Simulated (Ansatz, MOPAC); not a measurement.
Potential energy curve for LiF, singlet.

Levels of theory: UKS-PBE0 = unrestricted PBE0/cc-pVDZ run with Ansatz (a program for electronic structure); AM1, restricted, heats of formation (MOPAC); RCCSDT(Q) = Ansatz with CCSDT(Q) on RHF/cc-pVDZ, frozen core.

Energies are in kcal/mol, each relative to the lowest point of its own curve near equilibrium.

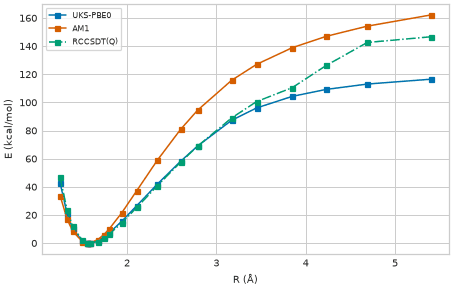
*Energy against bond length for each method.*

```csv
R / Å,UKS-PBE0,AM1,RCCSDT(Q)
1.25,42.8,33.7,46.8
1.33,20.6,16.9,23.2
1.39,10.4,8.6,12.2
1.50,1.4,1.0,2.1
1.55,0.1,0.0,0.4
1.56,0.0,0.0,0.2
1.59,0.0,0.2,0.0
1.67,1.5,2.4,1.1
1.74,4.2,6.0,3.5
1.80,7.1,10.0,6.2
1.94,15.4,21.4,14.3
2.11,26.6,37.3,25.3
2.34,41.9,58.9,40.8
2.60,58.1,80.8,57.5
2.79,69.0,94.4,68.9
3.17,87.2,115.6,88.9
3.45,96.0,127.0,100.5
3.85,104.3,138.9,110.5
4.23,109.2,146.9,126.2
4.69,113.0,154.2,142.6
5.40,116.5,162.1,146.6
```

At the longest distance, 5.40 Å, AM1 lies highest above its minimum (162.1 kcal/mol) and UKS-PBE0 lowest (116.5 kcal/mol).

The scan ran from 1.25 to 6.25 Å; beyond the distances shown full CI changes its symmetry label. The unrestricted determinant behind UKS-PBE0 is spin-contaminated at 3.17 to 5.40 Å (<S²> up to 0.7, against 0.00 for a pure singlet). The restricted form behind AM1 keeps the bonding electrons paired and can't separate into open-shell fragments. The T1 diagnostic of CCSD on the restricted reference of RCCSDT(Q) exceeds 0.045 at 3.17 to 5.40 Å.
